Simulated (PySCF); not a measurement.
**C3H8ClFSi: electronic excitations**

Wanted: the electronic excitations of C3H8ClFSi (`CC[Si@H](F)CCl`), by calculation.

Computed with PySCF 2.14.0, with density-fitted response routines of our own, on a single molecule in the gas phase. Atoms count from 0, in the outputs and in this text.

## 1. The molecule as given

14 atoms, charge 0, multiplicity 1; geometry from: GFN2-xTB.

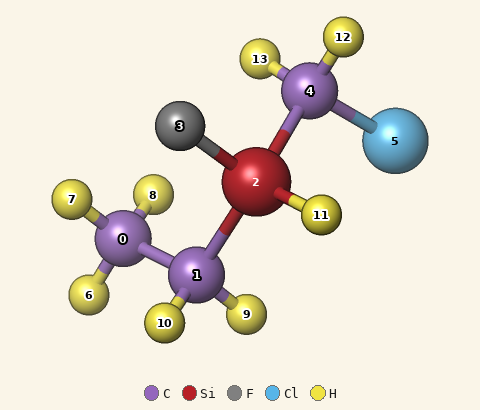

As it starts; carbon purple, silicon red, fluorine grey, chlorine blue, hydrogen yellow, atoms numbered; sticks join atoms by distance.

## 2. Excited states and response: PBE0/def2-SVPD

Job settings and geometry (Å):

```
{"job": {"kind": "uv", "xc": "PBE0", "basis": "def2-SVPD", "nstates": 8, "ntriplets": 3}, "charge": 0, "multiplicity": 1}
C     -1.365661     0.804837     0.884339
C     -1.092861     0.344947    -0.549423
Si     0.287693    -0.950379    -0.681783
F     -0.121683    -2.232453     0.221473
C      1.920853    -0.343916     0.100514
Cl     2.519467     1.103585    -0.760229
H     -2.195421     1.508591     0.906062
H     -1.620077    -0.042498     1.516734
H     -0.493350     1.299969     1.304048
H     -0.848583     1.214489    -1.160418
H     -2.010368    -0.074480    -0.966245
H      0.499184    -1.482558    -2.018098
H      2.709846    -1.090177     0.035267
H      1.810283    -0.060432     1.145593
```

Method: TDDFT PBE0/def2-SVPD, vertical, gas phase, core orbitals frozen in the response.

Started as:

```
$ OMP_NUM_THREADS=1 python probes_run.py task.json out
```

One launch serves the whole session: the jobs run in the order shown.

What will the session give for the following? lowest singlet (PBE0/def2-SVPD); lowest triplet. Wanted: lowest singlet; lowest triplet.

The runs gave:

| quantity | value |
| --- | --- |
| lowest singlet (PBE0/def2-SVPD) | 6.62 eV (187 nm), f = 0.012 |
| lowest triplet | 5.98 eV |

In words: The lowest singlet, at 6.62 eV, is HOMO→LUMO 0.94 and is weak. The lowest triplet lies 0.64 eV below the lowest singlet (triplets in Tamm-Dancoff, singlets in full TDDFT).
